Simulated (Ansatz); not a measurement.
**Geometry relaxation, with input and output: C2H8FOPSi (part 2 of 2)**

Continued. System: C2H8FOPSi, SMILES CO[SiH](P)CF. Method: RKS PBE0-D4/def2-SVP (Ansatz 0.2.0). It belongs to a series of runs on one base structure; here: end point B relaxed.

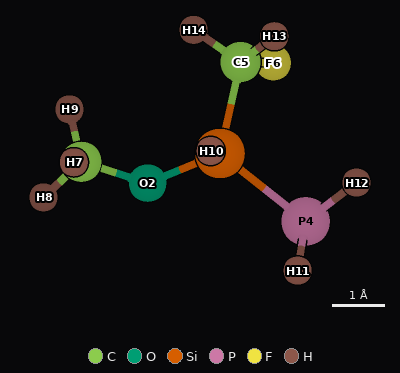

*The geometry at step 18 of the log (ball-and-stick view, seen at a tilt; atoms are numbered from 1 in the order of the input).*

### Trajectory as extended XYZ, continued
```
14
Properties=species:S:1:pos:R:3:forces:R:3 step=10 energy=-24110.53283
C    -0.1487   -1.5655    1.6839    0.0046   0.0065  -0.0011
O    -0.7569   -0.8963    0.6157   -0.0080   0.0129  -0.0099
Si    0.0520   -0.0078   -0.5378    0.0181  -0.0130   0.0138
P    -1.4138    0.4092   -2.1870   -0.0259  -0.0029  -0.0037
C     0.5669    1.7144    0.1171   -0.0081   0.0107  -0.0033
F    -0.0911    2.7083   -0.5825    0.0039  -0.0060   0.0096
H     0.7420   -2.1393    1.3650   -0.0034  -0.0012   0.0032
H    -0.8709   -2.2727    2.1194   -0.0016  -0.0044   0.0032
H     0.1639   -0.8684    2.4836   -0.0005  -0.0034  -0.0027
H     1.2818   -0.7785   -0.9227    0.0007   0.0051  -0.0022
H    -1.1887   -0.8480   -2.8294    0.0056  -0.0017  -0.0010
H    -0.4206    1.0889   -2.9568    0.0082   0.0005  -0.0012
H     1.6558    1.8765    0.0247    0.0004   0.0022  -0.0030
H     0.3105    1.8034    1.1890    0.0058  -0.0051  -0.0017
14
Properties=species:S:1:pos:R:3:forces:R:3 step=11 energy=-24110.53332
C    -0.1538   -1.5667    1.6832   -0.0035   0.0000   0.0042
O    -0.7542   -0.8943    0.6131   -0.0187   0.0188  -0.0131
Si    0.0550   -0.0039   -0.5382   -0.0062  -0.0021   0.0018
P    -1.4118    0.4064   -2.1915    0.0070  -0.0192   0.0219
C     0.5695    1.7184    0.1178   -0.0111   0.0294  -0.0144
F    -0.1177    2.7116   -0.5561    0.0232  -0.0367   0.0301
H     0.7333   -2.1473    1.3677    0.0014  -0.0053  -0.0018
H    -0.8831   -2.2676    2.1169    0.0048  -0.0058   0.0037
H     0.1617   -0.8720    2.4835    0.0009   0.0050   0.0002
H     1.2850   -0.7731   -0.9246    0.0089   0.0058   0.0006
H    -1.1828   -0.8568   -2.8229    0.0036   0.0182  -0.0016
H    -0.4148    1.0808   -2.9616    0.0036  -0.0024  -0.0071
H     1.6546    1.8923   -0.0028   -0.0260  -0.0001  -0.0021
H     0.3412    1.7967    1.1976    0.0123  -0.0055  -0.0224
14
Properties=species:S:1:pos:R:3:forces:R:3 step=12 energy=-24110.53196 accepted=F
C    -0.1707   -1.5727    1.6857   -0.0224  -0.0086   0.0043
O    -0.7505   -0.8847    0.6146   -0.0397   0.0239  -0.0122
Si    0.0622    0.0042   -0.5336   -0.0266   0.0332  -0.0359
P    -1.4009    0.3946   -2.2011    0.0475  -0.0489   0.0439
C     0.5772    1.7298    0.1140   -0.0022   0.2035   0.0046
F    -0.2044    2.7163   -0.4798    0.2194  -0.2642   0.1858
H     0.7059   -2.1707    1.3743    0.0041  -0.0077  -0.0097
H    -0.9188   -2.2593    2.1117    0.0243   0.0024  -0.0015
H     0.1541   -0.8886    2.4911    0.0009   0.0164   0.0015
H     1.2951   -0.7615   -0.9155    0.0237   0.0057   0.0120
H    -1.1523   -0.8728   -2.8199   -0.0067   0.0409   0.0086
H    -0.4070    1.0698   -2.9757    0.0040  -0.0005   0.0082
H     1.6484    1.9399   -0.1020   -0.2640  -0.0157   0.0385
H     0.4441    1.7801    1.2180    0.0378   0.0197  -0.2482
14
Properties=species:S:1:pos:R:3:forces:R:3 step=13 energy=-24110.53428
C    -0.1607   -1.5622    1.6858    0.0014   0.0032  -0.0044
O    -0.7603   -0.8816    0.6193   -0.0004  -0.0582  -0.0016
Si    0.0572   -0.0081   -0.5379   -0.0033   0.0689  -0.0011
P    -1.4064    0.3996   -2.1950    0.0113  -0.0218   0.0048
C     0.5714    1.7139    0.1150   -0.0004   0.0054  -0.0027
F    -0.1552    2.7014   -0.5225    0.0031   0.0073   0.0188
H     0.7203   -2.1498    1.3654   -0.0029   0.0047  -0.0025
H    -0.8920   -2.2595    2.1224   -0.0064   0.0071  -0.0039
H     0.1641   -0.8708    2.4852    0.0014   0.0014   0.0038
H     1.2920   -0.7717   -0.9178   -0.0022  -0.0304   0.0097
H    -1.1613   -0.8555   -2.8355   -0.0064   0.0023  -0.0007
H    -0.4169    1.0869   -2.9638    0.0070   0.0040   0.0105
H     1.6485    1.9057   -0.0417   -0.0129   0.0022  -0.0110
H     0.3817    1.7759    1.2033    0.0107   0.0040  -0.0197
14
Properties=species:S:1:pos:R:3:forces:R:3 step=14 energy=-24110.53664
C    -0.1740   -1.5619    1.6874    0.0017   0.0121  -0.0116
O    -0.7629   -0.8758    0.6183   -0.0058  -0.0728   0.0224
Si    0.0619   -0.0063   -0.5356   -0.0251   0.0553  -0.0185
P    -1.3961    0.3875   -2.2010    0.0220   0.0055   0.0074
C     0.5761    1.7173    0.1096    0.0062   0.1317   0.0200
F    -0.2266    2.6975   -0.4554    0.1295  -0.1434   0.1165
H     0.7024   -2.1580    1.3703   -0.0047   0.0071  -0.0019
H    -0.9137   -2.2521    2.1215   -0.0045   0.0121  -0.0062
H     0.1545   -0.8730    2.4874    0.0010  -0.0022   0.0056
H     1.2990   -0.7710   -0.9054    0.0073  -0.0229   0.0152
H    -1.1406   -0.8623   -2.8477    0.0109   0.0046   0.0093
H    -0.4030    1.0856   -2.9563   -0.0052   0.0023  -0.0060
H     1.6372    1.9415   -0.1254   -0.1578  -0.0115   0.0137
H     0.4680    1.7553    1.2144    0.0247   0.0220  -0.1658
14
Properties=species:S:1:pos:R:3:forces:R:3 step=15 energy=-24110.53766
C    -0.1857   -1.5584    1.6907   -0.0004   0.0029  -0.0089
O    -0.7692   -0.8793    0.6144   -0.0166  -0.0460  -0.0106
Si    0.0614   -0.0103   -0.5360    0.0059   0.1199  -0.0009
P    -1.3852    0.3884   -2.2096    0.0070  -0.0535   0.0009
C     0.5797    1.7125    0.1058    0.0202   0.2373   0.0722
F    -0.2878    2.6852   -0.3836    0.2559  -0.2775   0.1742
H     0.6921   -2.1569    1.3815   -0.0046   0.0081  -0.0007
H    -0.9280   -2.2456    2.1250   -0.0013   0.0119  -0.0056
H     0.1389   -0.8649    2.4883    0.0015   0.0000   0.0030
H     1.3009   -0.7755   -0.8976    0.0037  -0.0177   0.0145
H    -1.1033   -0.8620   -2.8446   -0.0236   0.0092  -0.0228
H    -0.4018    1.0948   -2.9700    0.0164  -0.0028   0.0298
H     1.6193    1.9668   -0.2028   -0.2855  -0.0362   0.0617
H     0.5511    1.7296    1.2205    0.0214   0.0443  -0.3069
14
Properties=species:S:1:pos:R:3:forces:R:3 step=16 energy=-24110.54401
C    -0.1950   -1.5523    1.6898   -0.0024   0.0102  -0.0046
O    -0.7735   -0.8804    0.6064   -0.0047  -0.0398   0.0101
Si    0.0641   -0.0082   -0.5367   -0.0132   0.0036   0.0147
P    -1.3797    0.3744   -2.2152    0.0257   0.0279  -0.0179
C     0.5854    1.7118    0.1078   -0.0070   0.2296   0.0388
F    -0.3279    2.6722   -0.3131    0.2188  -0.2264   0.1320
H     0.6885   -2.1471    1.3899   -0.0045   0.0066  -0.0003
H    -0.9373   -2.2417    2.1205   -0.0014   0.0091  -0.0032
H     0.1193   -0.8542    2.4877    0.0015  -0.0020   0.0025
H     1.3049   -0.7745   -0.8923    0.0123  -0.0029   0.0154
H    -1.1082   -0.8671   -2.8726    0.0198   0.0083   0.0353
H    -0.3795    1.0819   -2.9531   -0.0166   0.0141  -0.0170
H     1.5979    1.9939   -0.2582   -0.2407  -0.0557   0.0684
H     0.6234    1.7157    1.2213    0.0124   0.0174  -0.2743
14
Properties=species:S:1:pos:R:3:forces:R:3 step=17 energy=-24110.55941
C    -0.2161   -1.5309    1.6955   -0.0088   0.0050   0.0039
O    -0.7930   -0.8985    0.5871   -0.0014  -0.0339   0.0454
Si    0.0604   -0.0196   -0.5377   -0.1417   0.0539  -0.1594
P    -1.3731    0.3545   -2.2430    0.1305  -0.0509   0.1111
C     0.5856    1.6933    0.1029    0.0388  -0.0536   0.0580
F    -0.3984    2.6308   -0.1306   -0.0115  -0.0245  -0.0007
H     0.6771   -2.1232    1.4200   -0.0072   0.0038   0.0029
H    -0.9541   -2.2159    2.1396   -0.0034   0.0032  -0.0013
H     0.0830   -0.8060    2.4751   -0.0005  -0.0047   0.0038
H     1.3099   -0.7807   -0.8742    0.0120   0.0088  -0.0004
H    -1.0215   -0.8633   -2.9072   -0.0150   0.0254  -0.0065
H    -0.3906    1.1204   -2.9452    0.0024   0.0046  -0.0245
H     1.5222    2.0152   -0.3901   -0.0237   0.0268  -0.0059
H     0.7908    1.6484    1.1899    0.0294   0.0360  -0.0262
14
Properties=species:S:1:pos:R:3:forces:R:3 step=18 energy=-24110.56612
C    -0.2277   -1.5139    1.6990   -0.0043  -0.0353  -0.0082
O    -0.7954   -0.9029    0.5751   -0.0439  -0.0212  -0.0356
Si    0.0569   -0.0256   -0.5522    0.1154   0.0314   0.0904
P    -1.3538    0.3550   -2.2619    0.0031   0.0570   0.0348
C     0.5910    1.6740    0.1175    0.0144   0.0522  -0.0620
F    -0.4424    2.5798   -0.0015   -0.0703   0.0337   0.0052
H     0.6740   -2.1017    1.4422   -0.0025   0.0040   0.0103
H    -0.9657   -2.2012    2.1400    0.0018   0.0040   0.0052
H     0.0541   -0.7787    2.4750   -0.0025   0.0148  -0.0056
H     1.3176   -0.7741   -0.8857   -0.0337  -0.0035  -0.0093
H    -1.0269   -0.8673   -2.9231    0.0169  -0.0350  -0.0152
H    -0.3635    1.1041   -2.9747   -0.0088  -0.0170   0.0190
H     1.4644    2.0527   -0.4460    0.0056  -0.0149  -0.0259
H     0.8996    1.6242    1.1785    0.0087  -0.0701  -0.0029
14
Properties=species:S:1:pos:R:3:forces:R:3 step=19 energy=-24110.55371 accepted=F
C    -0.2507   -1.5003    1.7019    0.0159  -0.0165   0.0056
O    -0.8014   -0.9158    0.5544    0.0231  -0.0016   0.0024
Si    0.0677   -0.0319   -0.5550    0.0030   0.0273   0.0349
P    -1.3326    0.3482   -2.2696   -0.0130   0.0479  -0.0027
C     0.5961    1.6663    0.1135    0.0436   0.4558   0.1628
F    -0.5098    2.5252    0.1733    0.6681  -0.4748  -0.0229
H     0.6606   -2.0864    1.4744   -0.0215   0.0109   0.0108
H    -0.9921   -2.1838    2.1430    0.0000   0.0036  -0.0009
H     0.0110   -0.7468    2.4683   -0.0126  -0.0049  -0.0214
H     1.3279   -0.7799   -0.8921   -0.0205   0.0344   0.0128
H    -0.9922   -0.8682   -2.9354    0.0094  -0.0302  -0.0174
H    -0.3379    1.1048   -2.9685   -0.0144  -0.0162   0.0048
H     1.3775    2.1099   -0.5607   -0.4108  -0.1334   0.3418
H     1.0583    1.5831    1.1346   -0.2704   0.0976  -0.5104
14
Properties=species:S:1:pos:R:3:forces:R:3 step=20 energy=-24110.56877
C    -0.2408   -1.5143    1.7003    0.0143   0.0565   0.0272
O    -0.7984   -0.9293    0.5564    0.0283   0.0837  -0.0036
Si    0.0656   -0.0241   -0.5433   -0.0871  -0.0619  -0.1406
P    -1.3410    0.3590   -2.2586    0.0060  -0.0354   0.0079
C     0.5959    1.6811    0.1082   -0.0581  -0.0618   0.0953
F    -0.4704    2.5576    0.0892    0.0307  -0.0383  -0.0003
H     0.6715   -2.0959    1.4695    0.0018  -0.0087  -0.0049
H    -0.9767   -2.1991    2.1475   -0.0151  -0.0022  -0.0095
H     0.0218   -0.7568    2.4626   -0.0055  -0.0306   0.0019
H     1.3104   -0.7839   -0.8937    0.0614   0.0308   0.0160
H    -1.0046   -0.8625   -2.9226   -0.0199   0.0017   0.0206
H    -0.3456    1.1010   -2.9679    0.0152   0.0280   0.0044
H     1.4163    2.0927   -0.5088   -0.0024  -0.0148  -0.0069
H     0.9785    1.5989    1.1432    0.0303   0.0531  -0.0075
14
Properties=species:S:1:pos:R:3:forces:R:3 step=21 energy=-24110.57296
C    -0.2509   -1.4986    1.7015   -0.0093   0.0030  -0.0170
O    -0.7937   -0.9176    0.5480    0.0199  -0.0386   0.0261
Si    0.0786   -0.0337   -0.5584   -0.1043   0.1015   0.0276
P    -1.3343    0.3573   -2.2642    0.0119  -0.0087   0.0231
C     0.5995    1.6646    0.1156    0.0148  -0.0220  -0.0290
F    -0.4896    2.5092    0.1662   -0.0167   0.0145   0.0179
H     0.6684   -2.0741    1.4843    0.0070  -0.0095   0.0047
H    -0.9898   -2.1908    2.1332   -0.0015   0.0095  -0.0027
H    -0.0061   -0.7426    2.4701   -0.0093   0.0018  -0.0026
H     1.3341   -0.7728   -0.9000    0.0718  -0.0491  -0.0183
H    -1.0141   -0.8691   -2.9251    0.0021   0.0027  -0.0126
H    -0.3376    1.0981   -2.9749    0.0023  -0.0072  -0.0133
H     1.3724    2.1096   -0.5388    0.0136   0.0073  -0.0042
H     1.0455    1.5850    1.1248   -0.0023  -0.0050   0.0002
14
Properties=species:S:1:pos:R:3:forces:R:3 step=22 energy=-24110.57366
C    -0.2550   -1.4942    1.7024   -0.0041  -0.0024  -0.0150
O    -0.7928   -0.9229    0.5418    0.0232  -0.0108   0.0076
Si    0.0778   -0.0315   -0.5604   -0.0212   0.0252   0.0192
P    -1.3299    0.3549   -2.2700   -0.0121   0.0040  -0.0135
C     0.6024    1.6625    0.1194   -0.0108   0.0532  -0.0071
F    -0.4957    2.4963    0.2165    0.0851  -0.0471   0.0056
H     0.6697   -2.0663    1.4966   -0.0101   0.0061   0.0031
H    -0.9940   -2.1877    2.1316   -0.0015   0.0010   0.0001
H    -0.0225   -0.7325    2.4690   -0.0022   0.0021  -0.0034
H     1.3378   -0.7693   -0.9035    0.0296  -0.0162  -0.0072
H    -1.0158   -0.8718   -2.9335    0.0022  -0.0034   0.0133
H    -0.3332    1.0891   -2.9881    0.0013   0.0004   0.0062
H     1.3520    2.1245   -0.5543   -0.0465  -0.0189   0.0463
H     1.0815    1.5732    1.1145   -0.0330   0.0067  -0.0552
14
Properties=species:S:1:pos:R:3:forces:R:3 step=23 energy=-24110.57404
C    -0.2566   -1.4889    1.7016    0.0025  -0.0013  -0.0056
O    -0.7899   -0.9271    0.5348    0.0174  -0.0070  -0.0056
Si    0.0782   -0.0308   -0.5654   -0.0232   0.0239   0.0230
P    -1.3310    0.3507   -2.2747   -0.0152   0.0083  -0.0078
C     0.6025    1.6595    0.1236    0.0046   0.0306  -0.0036
F    -0.4941    2.4907    0.2425    0.0624  -0.0359   0.0017
H     0.6695   -2.0616    1.5044   -0.0069   0.0040   0.0004
H    -0.9965   -2.1797    2.1332   -0.0044  -0.0014  -0.0005
H    -0.0281   -0.7212    2.4634   -0.0015   0.0029  -0.0014
H     1.3401   -0.7627   -0.9143    0.0296  -0.0175  -0.0030
H    -1.0131   -0.8771   -2.9339    0.0012  -0.0051   0.0089
H    -0.3356    1.0853   -2.9939    0.0037   0.0013   0.0028
H     1.3453    2.1294   -0.5516   -0.0413  -0.0154   0.0405
H     1.0920    1.5578    1.1124   -0.0289   0.0125  -0.0496
14
Properties=species:S:1:pos:R:3:forces:R:3 step=24 energy=-24110.57440
C    -0.2587   -1.4856    1.6995    0.0013  -0.0010   0.0051
O    -0.7852   -0.9343    0.5252    0.0120   0.0013  -0.0038
Si    0.0810   -0.0306   -0.5702   -0.0100   0.0066   0.0106
P    -1.3341    0.3500   -2.2754    0.0094  -0.0012   0.0066
C     0.6031    1.6573    0.1251    0.0057   0.0085   0.0138
F    -0.4921    2.4852    0.2618    0.0193  -0.0163  -0.0035
H     0.6696   -2.0583    1.5131   -0.0042   0.0035  -0.0004
H    -1.0005   -2.1741    2.1317   -0.0010  -0.0010  -0.0008
H    -0.0368   -0.7113    2.4569   -0.0007  -0.0019  -0.0032
H     1.3478   -0.7578   -0.9205   -0.0042   0.0030  -0.0028
H    -1.0137   -0.8813   -2.9271   -0.0049  -0.0008  -0.0062
H    -0.3379    1.0825   -2.9959    0.0008  -0.0015  -0.0072
H     1.3393    2.1348   -0.5501   -0.0148  -0.0070   0.0100
H     1.1007    1.5477    1.1080   -0.0087   0.0077  -0.0183
14
Properties=species:S:1:pos:R:3:forces:R:3 step=25 energy=-24110.57450
C    -0.2599   -1.4831    1.6999   -0.0006  -0.0022   0.0052
O    -0.7823   -0.9372    0.5212    0.0027   0.0015  -0.0046
Si    0.0822   -0.0297   -0.5719    0.0060  -0.0069  -0.0001
P    -1.3330    0.3486   -2.2776   -0.0011   0.0090   0.0005
C     0.6041    1.6556    0.1288    0.0038  -0.0040   0.0018
F    -0.4908    2.4802    0.2775   -0.0122   0.0046   0.0013
H     0.6702   -2.0544    1.5194    0.0000   0.0003  -0.0002
H    -1.0023   -2.1718    2.1310    0.0015   0.0011  -0.0012
H    -0.0430   -0.7057    2.4555   -0.0014  -0.0012  -0.0026
H     1.3500   -0.7531   -0.9273   -0.0046   0.0022   0.0034
H    -1.0177   -0.8840   -2.9292   -0.0002  -0.0012   0.0024
H    -0.3382    1.0784   -3.0030    0.0008  -0.0032  -0.0004
H     1.3339    2.1378   -0.5488    0.0042   0.0012  -0.0066
H     1.1091    1.5428    1.1067    0.0011  -0.0012   0.0012
```

The run was set up as follows.

### Input file
```yaml
crystal:
  periodic: [false, false, false]
  atoms:
    - { symbol: C, position_ang: [-0.0872, -1.5391, 1.6435] }
    - { symbol: O, position_ang: [-0.8041, -1.0066, 0.4762] }
    - { symbol: Si, position_ang: [-0.0105, 0.0465, -0.5386] }
    - { symbol: P, position_ang: [-1.2564, 0.4598, -2.2536] }
    - { symbol: C, position_ang: [0.5223, 1.6343, 0.2376] }
    - { symbol: F, position_ang: [-0.05644, 2.71108, -0.3852] }
    - { symbol: H, position_ang: [0.8113, -2.0257, 1.3717] }
    - { symbol: H, position_ang: [-0.7649, -2.1855, 2.1253] }
    - { symbol: H, position_ang: [0.0872, -0.6674, 2.3788] }
    - { symbol: H, position_ang: [1.1984, -0.6689, -1.062] }
    - { symbol: H, position_ang: [-1.4027, -0.8802, -2.7058] }
    - { symbol: H, position_ang: [-0.314, 0.8701, -3.1462] }
    - { symbol: H, position_ang: [1.66348, 1.76226, 0.15973] }
    - { symbol: H, position_ang: [0.2959, 1.71372, 1.28064] }
basis:
  gaussian: { orbitals: def2-SVP }
hamiltonian:
  xc: pbe0
  dispersion: d4
relax:
  f_tol: 0.015
  max_steps: 40
```

Command:
```bash
ansatz run input.yaml --threads 2 --pin off --max-ram 3072MiB --backend cpu --events-out ev --progress --plain --runs-dir out
```

### Key numbers

| quantity | value |
| --- | --- |
| outcome | converged |
| total energy | −24110.5745 eV |
| mean-field energy | −24110.2938 eV |
| largest force (length of the vector) at the end | 0.013 eV/Å |
| hardware | 2 threads of Arm Neoverse V1, 24 GiB of memory available, shared host |
| wall time | 2.1 min (CPU time 4.1 min) |
| peak memory | 0.33 GiB |
